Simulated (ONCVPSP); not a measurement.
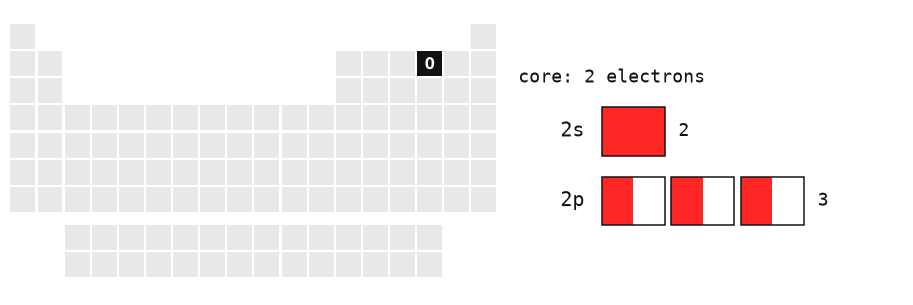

Left, the place of oxygen in the periodic table; right, the valence shells of the reference configuration: a box for each of the 2l + 1 orbitals, shaded by the share of the shell that is filled, with the electron count at the right.

## O: pseudopotential generation

Oxygen (O, Z = 8), core [He], reference valence 2s2 2p3 (an ion of charge +1), valence charge 6. Computed at this level: ONCV potential, PBE, non-relativistic, made with ONCVPSP 4.0.1.

## Output (extracts)
```
ONCVPSP  (Optimized Norm-Conservinng Vanderbilt PSeudopotential)
scalar-relativistic version 4.0.1

#   n    l    f        energy (Ha)
    1    0    2.00    -1.9592092E+01
    2    0    2.00    -1.4557075E+00
    2    1    3.00    -8.9878416E-01

Reference configufation results
  iterations    21
  all-electron total energy (Ha)   -7.43410370D+01

Begin loop to  construct optimized pseudo wave functions
and semi-local pseudopoentials for all angular momenta

Calculating optimized projector #   1

 for l=   0

    Fraction of norm inside rc  0.348414
    Optimizing pswf for qcut=   9.62 a_B^-1,  ecut=  46.29 Ha
    Residual kinetic energy error=  1.35D-04 Ha

    Energy error per electron        Cutoff
         Ha          eV             Ha
         0.01000     0.27211       26.72
         0.00100     0.02721       37.57
         0.00010     0.00272       49.29
         0.00001     0.00027      189.66

WARNING wellstate: negative energy specified for n= 3 l=  1
WARNING scattering state with energy  0.25000000
WARNING will be used for the first projector

   Wellstate for l =  1  n =  3
     eigenvalue =   0.2500
     asymptotic potential =   0.7500
     half-point radius =  3.2160

Calculating optimized projector #   1

 for l=   1

    Fraction of norm inside rc  0.539461
    Optimizing pswf for qcut=  10.79 a_B^-1,  ecut=  58.22 Ha
    Residual kinetic energy error=  3.07D-04 Ha

    Energy error per electron        Cutoff
         Ha          eV             Ha
         0.01000     0.27211       39.32
         0.00100     0.02721       51.88
         0.00010     0.00272       94.93
         0.00001     0.00027      169.18

Calculating optimized projector #   2

 for l=   1

    Fraction of norm inside rc  0.102312
    Optimizing pswf for qcut=  10.79 a_B^-1,  ecut=  58.22 Ha
    Residual kinetic energy error=  1.27D-04 Ha

    Energy error per electron        Cutoff
         Ha          eV             Ha
         0.01000     0.27211       33.04
         0.00100     0.02721       47.59
         0.00010     0.00272       59.39
         0.00001     0.00027      100.32

   Wellstate for l =  2  n =  3
     eigenvalue =   0.1300
     asymptotic potential =   0.6300
     half-point radius =  5.3220

   Wellstate for l =  2  n =  4
     eigenvalue =   1.9300
     asymptotic potential =   2.4300
     half-point radius =  2.8855

Calculating optimized projector #   1

 for l=   2

    Fraction of norm inside rc  0.004996
    Optimizing pswf for qcut=   9.69 a_B^-1,  ecut=  46.95 Ha
    Residual kinetic energy error=  1.64D-06 Ha

    Energy error per electron        Cutoff
         Ha          eV             Ha
         0.01000     0.27211        3.87
         0.00100     0.02721       11.17
         0.00010     0.00272       23.56
         0.00001     0.00027       36.89

Calculating optimized projector #   2

 for l=   2

    Fraction of norm inside rc  0.052634
    Optimizing pswf for qcut=   9.69 a_B^-1,  ecut=  46.95 Ha
    Residual kinetic energy error=  3.52D-05 Ha

    Energy error per electron        Cutoff
         Ha          eV             Ha
         0.01000     0.27211       14.77
         0.00100     0.02721       28.12
         0.00010     0.00272       41.49
         0.00001     0.00027       53.96

Construct Vanderbilt / Kleinmman-Bylander projectors

B matrix Hermiticity error, ll=   1
   1   2    2.0428E-10

  Orthonormal projector coefficients -7.0853E+00 -2.0632E+00

B matrix Hermiticity error, ll=   2
   1   2   -3.0801E-10

  Orthonormal projector coefficients -1.1117E+01 -2.0110E+00

Pseudoatom total energy  -15.169269

Diagnostic tests using Vanderbilt-Kleinman-Bylander pseudopotentials
  1 or more projectors used as specified by nproj input data

   l    rcore       rmatch      e in        delta e   norm test  slope test

   0   0.8532584   0.8791652  -1.4557075   0.0000479   1.0000102   1.0007347

   1   1.0519859   1.0839265  -0.8987842   0.0000000   1.0000000   1.0000000
   1   1.0519859   1.0839265   0.2500000   0.0000000   1.0000000   1.0000000

   2   1.0028271   1.0332751   0.1300000  -0.0000000   1.0000000   1.0000000
   2   1.0028271   1.0332751   1.9300000  -0.0000000   1.0000000   1.0000000

 Testing for bound ghosts
   n   l    E NL Schr. Eq   E Basis Diag.   E Cutoff

   1   0       -1.455660       -1.412927    171.56

   2   1       -0.898784       -0.881839    272.54

   3   2       -0.066373        0.791696    253.14

 Testing for highly-localized positive-energy ghosts
       l    <radius>/rc     E Basis Diag.   E Cutoff

Test configuration 0

   n   l     f        eae           eps        diff
   1   0  2.0000  -19.59209213
   2   0  2.0000   -1.45570746   -1.45565958    4.79D-05
   2   1  3.0000   -0.89878416   -0.89878416    0.00D+00

    Total energies and differences
      AE_ref= -7.43410370D+01  AE_tst= -7.43410370D+01  dif=  0.00D+00
      PS_ref= -1.51692692D+01  PS_tst= -1.51692692D+01  dif=  8.88D-15
      PSP excitation error= -8.88D-15

Test configuration 1

   n   l     f        eae           eps        diff
   1   0  2.0000  -18.89862798
   2   0  2.0000   -0.87884697   -0.87853977    3.07D-04
   2   1  4.0000   -0.33212778   -0.33235144   -2.24D-04

    Total energies and differences
      AE_ref= -7.43410370D+01  AE_tst= -7.49451520D+01  dif= -6.04D-01
      PS_ref= -1.51692692D+01  PS_tst= -1.57735794D+01  dif= -6.04D-01
      PSP excitation error=  1.95D-04

Test configuration 2

   n   l     f        eae           eps        diff
   1   0  2.0000  -20.48056974
   2   0  2.0000   -2.14194294   -2.14139797    5.45D-04
   2   1  2.0000   -1.58927348   -1.58706198    2.21D-03

    Total energies and differences
      AE_ref= -7.43410370D+01  AE_tst= -7.31065080D+01  dif=  1.23D+00
      PS_ref= -1.51692692D+01  PS_tst= -1.39355779D+01  dif=  1.23D+00
      PSP excitation error=  8.38D-04

Test configuration 3

   n   l     f        eae           eps        diff
   1   0  2.0000  -21.54843498
   2   0  2.0000   -2.91851412   -2.91502312    3.49D-03
   2   1  1.0000   -2.38709613   -2.37708891    1.00D-02

    Total energies and differences
      AE_ref= -7.43410370D+01  AE_tst= -7.11267450D+01  dif=  3.21D+00
      PS_ref= -1.51692692D+01  PS_tst= -1.19612027D+01  dif=  3.21D+00
      PSP excitation error=  6.23D-03

Test configuration 4

   n   l     f        eae           eps        diff
   1   0  2.0000  -22.78508909
   2   0  2.0000   -3.77176581   -3.75758844    1.42D-02

    Total energies and differences
      AE_ref= -7.43410370D+01  AE_tst= -6.83006761D+01  dif=  6.04D+00
      PS_ref= -1.51692692D+01  PS_tst= -9.15493732D+00  dif=  6.01D+00
      PSP excitation error=  2.60D-02
```

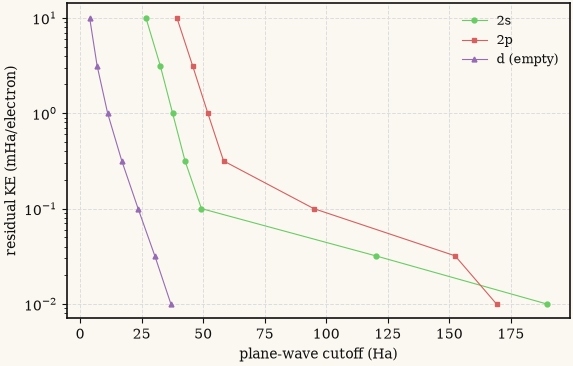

Residual kinetic energy of the pseudo-waves (the first of each channel, and further valence shells) beyond the plane-wave cutoff, as the generator prints it.

- Cutoffs for the occupied states: 52 Ha for 1 mHa and 95 Ha for 0.1 mHa per electron. The first is set by 2p.
- Hardest wave at 1 mHa per electron: 2p, with rc = 1.05 bohr and qcut = 10.8 1/bohr. The optimisation minimises, but can't always remove, the kinetic energy above qcut²/2 = 58.3 Ha, and a larger rc would as a rule soften the wave at some cost in transferability.
- Cutoffs for 1 mHa per electron: 2p: 52 Ha; 2s: 38 Ha; d (empty): 11 Ha.

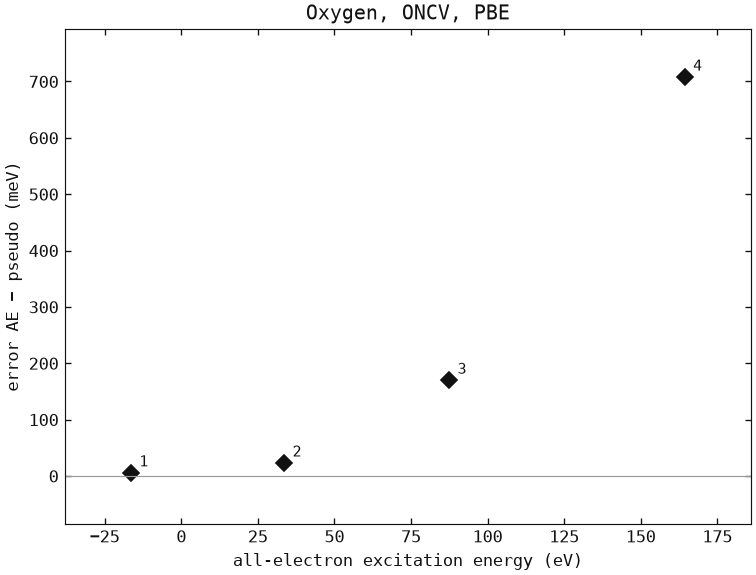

Errors, all-electron minus pseudo, of the energies of valence configurations relative to the unpolarised reference 2s2 2p3. Points: 1 = 2s2 2p4; 2 = 2s2 2p2; 3 = 2s2 2p1; 4 = 2s2 2p0.

- Worst configuration: 2s2 2p0 (charge +4): the error is +707 meV on an all-electron energy of +164.37 eV relative to the reference, or 0.43 %.
- Configurations within 10 meV and within 50 meV: 1 and 2 of 4.

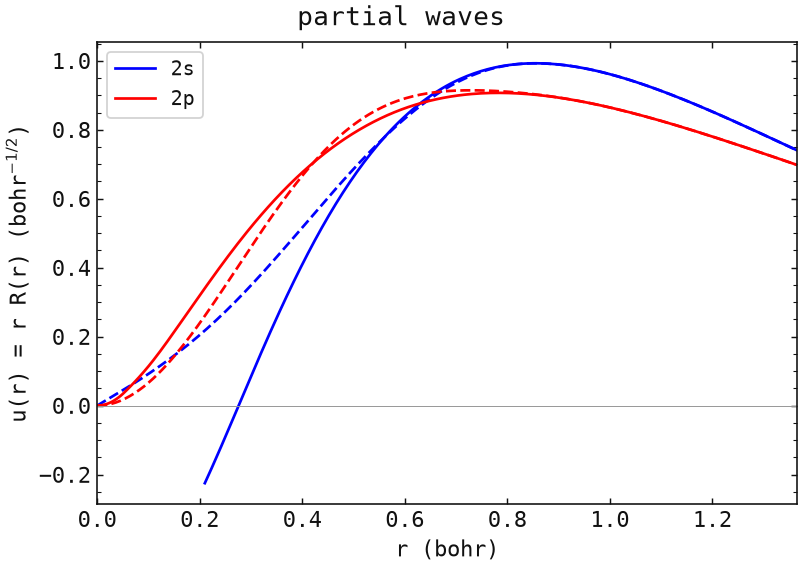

Partial waves u(r) = r R(r), all-electron (solid) and pseudo (dashed). The innermost oscillations of some all-electron curves aren't drawn. Reference configuration 2s2 2p3.

- Matching radii: 2s at 0.85 bohr; 2p at 1.05 bohr. The curves merge smoothly, so the plot gives these only roughly.
- Nodes of the pseudo-waves: 2s has no node; 2p has no node.
- Cutoffs needed: 52 Ha (loose) and 95 Ha (tight), as the cutoffs at which the residual kinetic energy of the hardest occupied pseudo-wave falls to 1 and 0.1 mHa per electron.

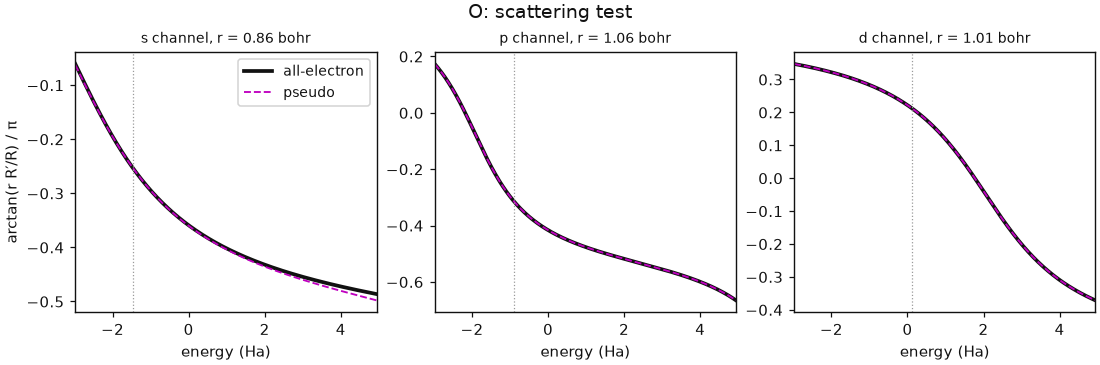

Unwrapped phase arctan(r R′/R) in units of π against energy, all-electron (solid) and pseudo (dashed); the pseudo phase is matched to the all-electron one at the reference energy. Here R(r) is the radial function. The dotted line marks the reference energy of the channel. Not drawn: f: not judged.

- Range over which the phases agree within 0.05 rad: s: over the whole range drawn; p: over the whole range drawn; d: over the whole range drawn.
- Poles, where the radial function vanishes at the test radius: s: all-electron at no energy in the range, pseudo at no energy in the range; p: all-electron at 1.5 Ha, pseudo at 1.5 Ha; d: all-electron at no energy in the range, pseudo at no energy in the range.
- Ghost states: the plot shows none: the two phases stay within 0.04 rad of each other in all channels drawn. The separate test gives: no bound ghost flagged; no localised positive-energy state flagged.

## Input file
```
# ATOM AND REFERENCE CONFIGURATION
# atsym  z   nc   nv     iexc    psfile
  O 8.00    1    2        4      upf
#
#   n    l    f
    1    0    2.00
    2    0    2.00
    2    1    3.00
#
# PSEUDOPOTENTIAL AND OPTIMIZATION
# lmax
    2
#
#   l,   rc,      ep,       ncon, nbas, qcut
    0    0.85    0.00    3    7    9.60
    1    1.05    0.00    5    8   10.80
    2    1.00    0.13    4    7    9.70
#
# LOCAL POTENTIAL
# lloc, lpopt,  rc(5),   dvloc0
    4    5    0.65   -1.00
#
# VANDERBILT-KLEINMAN-BYLANDER PROJECTORs
# l, nproj, debl
    0    1    2.80
    1    2    0.60
    2    2    1.80
#
# MODEL CORE CHARGE
# icmod, fcfact, rcfact
    0    0.00    0.00
#
# LOG DERIVATIVE ANALYSIS
# epsh1, epsh2, depsh
   -3.00    5.00    0.02
#
# OUTPUT GRID
# rlmax, drl
    6.00    0.01
#
# TEST CONFIGURATIONS
# ncnf
    4
# nvcnf
#   n    l    f
    2
    2    0    2.00
    2    1    4.00
#
    2
    2    0    2.00
    2    1    2.00
#
    2
    2    0    2.00
    2    1    1.00
#
    2
    2    0    2.00
    2    1    0.00
#
```

The log's header says scalar-relativistic, as this program prints it for non-relativistic runs too.

Command:
```bash
oncvpspnr.x < O.dat > O.out
```

## Key numbers

- outcome: generated
- cutoffs needed: 52 Ha and 95 Ha (the cutoffs at which the residual kinetic energy of the hardest occupied pseudo-wave falls to 1 and 0.1 mHa per electron)
- ghost test: no bound ghost flagged; no localised positive-energy state flagged
- largest excitation error: +707 meV (all-electron minus pseudo) for 2s2 2p0, out of 4 test configurations
- range over which the phases arctan(r R′/R) at the test radius agree within 0.05 rad (a looser test near the poles than one of phase shifts): s: over the whole range computed; p: over the whole range computed; d: over the whole range computed; f: not judged, local potential alone
- hardware: 1 CPU thread, shared host
- wall time: 3.5 s

## Notes

An excitation error of 707 meV in its own tests makes this a poorly transferable potential. Warnings of the program, in the generation or the tests: wellstate: negative energy specified for n= 3 l= 1.
